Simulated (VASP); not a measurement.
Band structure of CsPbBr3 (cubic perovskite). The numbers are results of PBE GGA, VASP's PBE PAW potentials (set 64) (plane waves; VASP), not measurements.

Unless said otherwise, spin-orbit coupling is left out, though it shifts the bands of the heavy elements here.

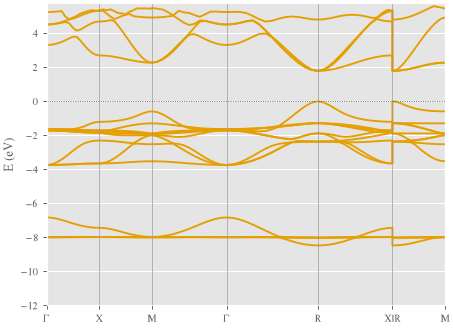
Figure: Bands along high-symmetry lines, zero at the valence-band maximum or, without a gap, the Fermi level

**Question.** Read the plot: is there a gap, and where are the band edges?

**Answer.** The gap is direct, 1.78 eV, from the valence maximum at R to the conduction minimum at R. (Edges off the drawn lines would not show.)

The compound is CsPbBr3 in the cubic perovskite structure, the ideal cubic form; the compound distorts at low or room temperature. It was relaxed first, which changed the volume by +7 %.
